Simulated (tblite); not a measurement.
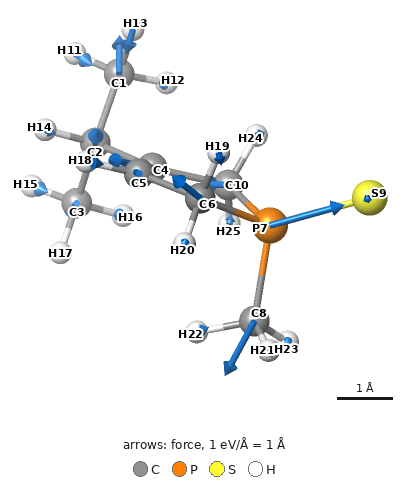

Starting geometry of C$_{8}$H$_{15}$PS with the computed forces as blue arrows. The picture is a ball-and-stick view, seen from a free direction.

These are results of GFN2-xTB geometry optimisation, gas phase (tblite), not measurements. 

Is this structure relaxed? If not, where do the atoms go?

It isn't relaxed: the largest force vector, on C5, is 1.61 eV/Å. The final displacements have little in common with the starting forces (cosine between the two patterns 0.08). The energy falls by 14.0 kJ/mol in 81 geometry steps. The atom that moves furthest after the best rigid fit is H25 (0.42 Å). Largest moves by element: H 0.42 Å, S 0.28 Å, C 0.23 Å, P 0.03 Å. Among the contacts that change: P7–C8 1.794 → 1.836 Å, C6–P7 1.813 → 1.852 Å, P7–C10 1.817 → 1.850 Å, C4–C5 1.356 → 1.328 Å. Among the angles between lasting bonds that change: C6–P7–C10 96.6° → 92.4°, P7–C10–H24 111.2° → 108.2°, P7–C6–H19 111.5° → 108.6°.
